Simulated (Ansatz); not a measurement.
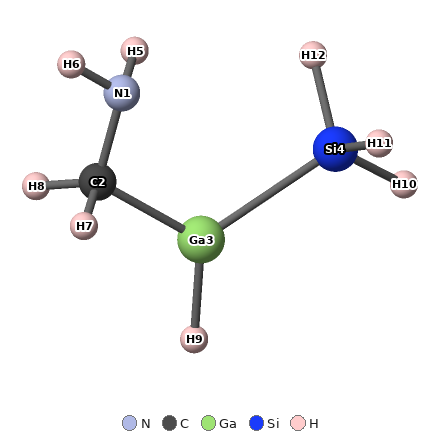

The system is CH₈GaNSi, SMILES N[CH2][GaH][SiH3]; the picture shows the reference structure. The first coordinate is: dihedral H5–N1–C2–Ga3; the second: dihedral N1–C2–Ga3–Si4. Nothing is relaxed (all other coordinates rigid). Grid: 15 × 15 points. All energies are given in meV relative to the relaxed molecule at the same level. Level of theory: RKS PBE0-D4/def2-SVP in Ansatz.

Its coordinates:

```xyz
12

N    -0.4551    1.5398   -0.6876
C    -0.6008    1.2676    0.7319
Ga    0.0992   -0.5349    1.1703
Si    0.9159   -1.8184   -0.7083
H    -1.0480    0.9252   -1.2407
H    -0.7362    2.4912   -0.9203
H     0.0527    1.9536    1.3049
H    -1.6157    1.4177    1.1627
H     0.1495   -1.0330    2.6671
H     1.1191   -3.2728   -0.4132
H     2.2303   -1.2631   -1.1668
H    -0.0338   -1.7279   -1.8660
```

Range: dihedral H5–N1–C2–Ga3 from −180 to 156°; dihedral N1–C2–Ga3–Si4 from −180 to 156°.

Predict the map.

The lowest grid point is at dihedral H5–N1–C2–Ga3 = 60°, dihedral N1–C2–Ga3–Si4 = −12°, 9 meV from the relaxed molecule at the same level. The bottom of the well lies between grid points, at about dihedral H5–N1–C2–Ga3 = 65°, dihedral N1–C2–Ga3–Si4 = 0°, about 7.4 meV lower on the interpolated surface. There are further wells near dihedral H5–N1–C2–Ga3 = 60°, dihedral N1–C2–Ga3–Si4 = 156° (36 meV above the lowest at that grid point); dihedral H5–N1–C2–Ga3 = −180°, dihedral N1–C2–Ga3–Si4 = 12° (114 meV above the lowest at that grid point); dihedral H5–N1–C2–Ga3 = −60°, dihedral N1–C2–Ga3–Si4 = −12° (135 meV above the lowest at that grid point). The highest grid point, dihedral H5–N1–C2–Ga3 = 12°, dihedral N1–C2–Ga3–Si4 = 84°, lies 307 meV above the lowest. On the interpolated surface the easiest way out of the lowest well to the well at about dihedral H5–N1–C2–Ga3 = 65°, dihedral N1–C2–Ga3–Si4 = 165° passes a barrier of about 96.5 meV, counted from the interpolated bottom of the well. Round the minimum the two coordinates are weakly coupled (coupling 0.08 in units of the two stiffnesses).

```tsv
dihedral N1–C2–Ga3–Si4 ↓, dihedral H5–N1–C2–Ga3 →	−180	−156	−132	−108	−84	−60	−36	−12	12	36	60	84	108	132	156
156	186	198	235	237	204	187	209	232	197	106	45	72	160	222	214
132	220	244	281	270	219	195	226	268	240	142	65	78	158	224	231
108	232	267	306	288	226	197	239	303	292	190	95	89	155	217	231
84	204	242	293	282	221	188	231	309	316	219	117	100	154	204	208
60	152	174	234	251	209	178	208	273	284	201	110	99	155	196	181
36	125	126	171	202	188	174	199	233	216	135	65	75	147	193	170
12	122	128	165	177	163	155	184	215	177	79	13	36	119	175	159
−12	126	144	194	203	165	143	163	192	171	79	9	28	107	162	152
−36	166	190	232	235	190	161	181	210	183	101	37	54	129	183	181
−60	217	253	291	269	208	179	214	267	248	150	70	77	147	206	216
−84	225	267	314	294	223	189	230	301	306	210	112	99	157	211	221
−108	195	227	280	280	225	193	231	300	307	221	129	115	168	211	207
−132	160	174	224	243	213	191	221	273	268	185	107	110	174	215	195
−156	145	145	188	212	198	186	208	240	219	135	71	91	170	217	192
−180	156	157	194	210	194	183	202	222	189	104	46	75	163	218	198
```

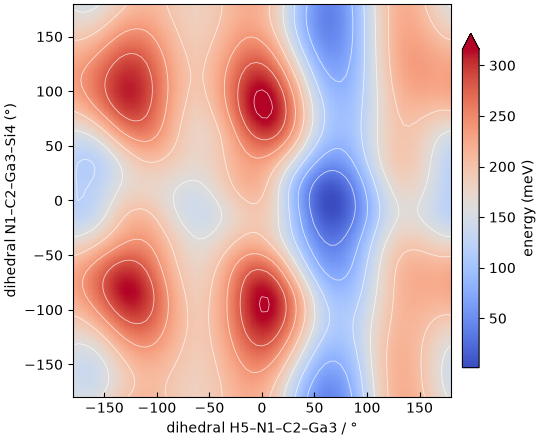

In the figure: a smooth colour map with a few white contour lines, one colour for all values above the top of the scale. Between grid points the surface is interpolated.

Time for the 225 points that were run: 27 min on 1 thread of Arm Neoverse V2, on a shared host.
